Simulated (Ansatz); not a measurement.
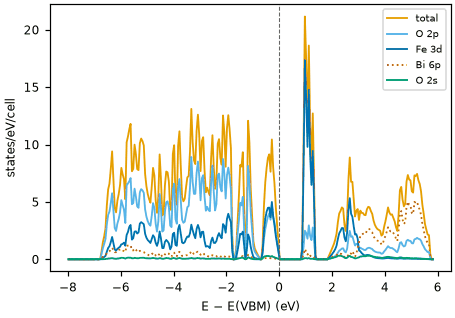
Figure. Total and projected density of states of FeBiO3 in space group R3c (No. 161; Bi on 6a, Fe on 6a, O on 18b), DFT-PBEsol in the program Ansatz with PAW potentials

Which orbitals carry the states next to the gap?

Top 1 eV of the valence band: Fe 3d 47 %, O 2p 45 %. Bottom 1 eV of the conduction band: Fe 3d 79 %, O 2p 16 %. Projections are on Löwdin-orthogonalised atomic valence shells; empty p or d shells of many metals are not among them.

Where is the tallest occupied peak in this window, and what makes it?

Near -3.3 eV, about 13 states/eV per cell; the largest projected share is O 2p.

The cell was relaxed with PBEsol under the symmetry of its start, as lowered by the spin order. The final state is antiferromagnetic, chosen from 2 collinear starts compared on coarse meshes (ties went to the first, and starts can fall back to one state), not a proven ground state. Textbook magnetic order: antiferromagnetic. No Hubbard U is applied. Spin–orbit coupling is left out wherever it is not named.

Potentials: the later of the program's two PAW sets.
